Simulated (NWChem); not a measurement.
# C2HF (fluoroacetylene): levels of theory compared

Aim: a comparison of 6 runs (HF/STO-3G, HF/3-21G, B3LYP/6-31G*, B3LYP/cc-pVTZ, PBE0/cc-pVTZ, CCSD(T)/cc-pVTZ) of C2HF (fluoroacetylene). 

Program for the calculation: NWChem 7.3.0.

1 further run of the same task is left out (set aside as unsound or not needed). Runs told in other sessions of the task aren't counted.

## (1) Starting point

The species is C2HF (4 atoms), meant as a singlet with charge 0. As SMILES, `C#CF`. The coordinates come from a PBE0-D4/def2-TZVP relaxation.

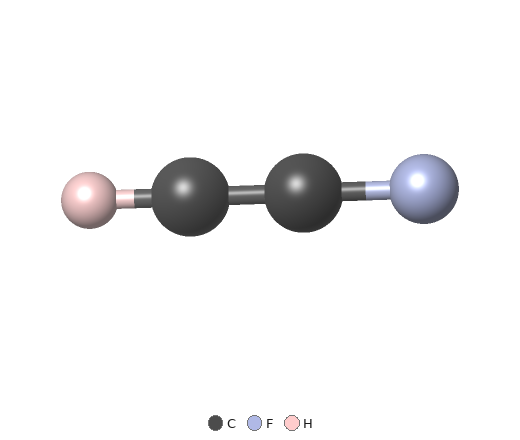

Viewed from a chosen angle; carbon dark grey, fluorine light blue, hydrogen pink.

## (2) Energy and forces at HF/STO-3G (run 1)

Input file c2hf.nw:

```
start c2hf
memory 2200 mb
charge 0

geometry noautosym nocenter noautoz
C       -0.361030       0.453110      -0.290220
C        0.303270      -0.380840       0.243810
F        1.010600      -1.269010       0.812300
H       -0.952830       1.196740      -0.765890
end

basis "ao basis" spherical bse
* library STO-3G
end

scf
thresh 1e-08
maxiter 80
end

task scf gradient
```

Run with:

```sh
nwchem c2hf.nw > c2hf.out
```

Standard output:

```text
[...]
  functions       =    16
[...]
  wavefunction    = RHF
[...]
         Total SCF energy =   -173.302497619212
      One-electron energy =   -350.366779150870
      Two-electron energy =    121.232183318389
 Nuclear repulsion energy =     55.832098213269
        Time for solution =      0.4s
[...]
                         RHF ENERGY GRADIENTS
    atom               coordinates                        gradient
                 x          y          z           x          y          z
   1 C      -0.682248   0.856254  -0.548436   -0.039629   0.049706  -0.031864
   2 C       0.573097  -0.719683   0.460734    0.077685  -0.097522   0.062453
   3 F       1.909757  -2.398081   1.535024   -0.037703   0.047347  -0.030307
   4 H      -1.800588   2.261511  -1.447322   -0.000353   0.000469  -0.000283
[...]
```

Wall time 1.1 s (1 thread of Intel Xeon Platinum 8259CL at 2.50GHz (Skylake/Cascade Lake), shared host); peak memory 0.1 GiB.

## (3) Energy and forces at HF/3-21G (run 2)

Input file struct.nw:

```
start struct
memory total 2200 mb

geometry units bohr noautosym nocenter noautoz
  C   -0.68224782   0.85625380  -0.54843632
  C    0.57309724  -0.71968330   0.46073413
  F    1.90975722  -2.39808135   1.53502453
  H   -1.80058774   2.26151084  -1.44732234
end

basis spherical bse
  * library 3-21G
end

scf
  thresh 1e-08
  maxiter 80
  print medium
end

task scf gradient
```

Run with:

```sh
nwchem struct.nw > struct.out
```

Standard output:

```text
[...]
  functions       =    29
[...]
  wavefunction    = RHF
[...]
         Total SCF energy =   -174.691341230365
      One-electron energy =   -350.278041132079
      Two-electron energy =    119.754605661407
 Nuclear repulsion energy =     55.832094240307
        Time for solution =      0.4s
[...]
                         RHF ENERGY GRADIENTS
    atom               coordinates                        gradient
                 x          y          z           x          y          z
   1 C      -0.682248   0.856254  -0.548436   -0.013187   0.016497  -0.010610
   2 C       0.573097  -0.719683   0.460734    0.039828  -0.049980   0.032026
   3 F       1.909757  -2.398081   1.535025   -0.019952   0.025052  -0.016041
   4 H      -1.800588   2.261511  -1.447322   -0.006690   0.008432  -0.005375
[...]
```

Wall time 1.1 s (1 thread of Intel Xeon Platinum 8259CL at 2.50GHz (Skylake/Cascade Lake), shared host); peak memory 0.1 GiB.

Runs 3 to 5 aren't shown in full; the table further down has their settings and results.

## (4) A single-point energy at CCSD(T)/cc-pVTZ (run 6)

Input file c2hf.nw:

```
start c2hf
title "C2HF energy"
memory 2200 mb

geometry units angstroms noautosym nocenter noautoz
C     -0.361030     0.453110    -0.290220
C      0.303270    -0.380840     0.243810
F      1.010600    -1.269010     0.812300
H     -0.952830     1.196740    -0.765890
end

basis "ao basis" spherical bse
* library cc-pVTZ
end

scf
thresh 1e-08
maxiter 80
end

ccsd
freeze core 3
maxiter 60
end

task ccsd(t)
```

Run with:

```sh
nwchem c2hf.nw > c2hf.out
```

Standard output:

```text
[...]
  functions       =   104
[...]
  wavefunction    = RHF
[...]
         Total SCF energy =   -175.713444715262
      One-electron energy =   -351.751061060664
      Two-electron energy =    120.205518132133
 Nuclear repulsion energy =     55.832098213269
        Time for solution =     38.9s
[...]
 Total MP2 energy:           -176.263175468002686
[...]
             energy      energy      error      ampl     ampl      Block
                                                time     time      time
[...]
 Total CCSD energy:           -176.270090281647470
[...]
 Total CCSD+T(CCSD) energy:           -176.295140723286266
[...]
 Total CCSD(T) energy:                -176.294002161962510
[...]
```

It took 4.4 min on 1 thread of Intel Xeon Platinum 8259CL at 2.50GHz (Skylake/Cascade Lake), shared host; peak memory 0.28 GiB.

## (5) The series

```tsv
run	level	iteration cap	module	energy (Eh)	dipole moment (D) of the reference	HOMO energy (eV)	LUMO energy (eV)	wall time
1	HF/STO-3G	80	scf	-173.302498	0.49	-9.02	11.02	1.1 s
2	HF/3-21G	80	scf	-174.691341	1.07	-11.36	6.58	1.1 s
3	B3LYP/6-31G* (spherical functions)	100	dft	-176.533508	–	–	–	11 s
4	B3LYP/cc-pVTZ	100	dft	-176.614234	0.53	-8.02	1.13	32 s
5	PBE0/cc-pVTZ	100	dft	-176.418470	0.52	-8.27	1.50	35 s
6	CCSD(T)/cc-pVTZ	80	ccsd(t)	-176.294002	–	-11.34	4.20	4.4 min
```

## (6) Summary of results

```
                                          quantity          value
                               run 6: total energy  -176.29400 Eh
        run 6: HOMO energy (Hartree–Fock orbitals)      -11.34 eV
        run 6: LUMO energy (Hartree–Fock orbitals)        4.20 eV
      run 6: HOMO–LUMO gap (Hartree–Fock orbitals)       15.53 eV
run 6: correlation energy (3 core orbitals frozen)     -580.6 mEh
                             run 6: (T) correction     -23.91 mEh
```

What this shows: Over runs 1, 2, 4, 5 the dipole moment (its size) runs from 0.49 D (HF/STO-3G) to 1.07 D (HF/3-21G). Over runs 1, 2, 4, 5 the HOMO–LUMO gap runs from 9.15 eV (B3LYP/cc-pVTZ) to 20.04 eV (HF/STO-3G). The two ends differ in method and basis. Totals of different functionals can't be ranked against each other. In run 1 the basis is minimal, so the values are rough. All runs together took 5.7 min, the longest 4.4 min.
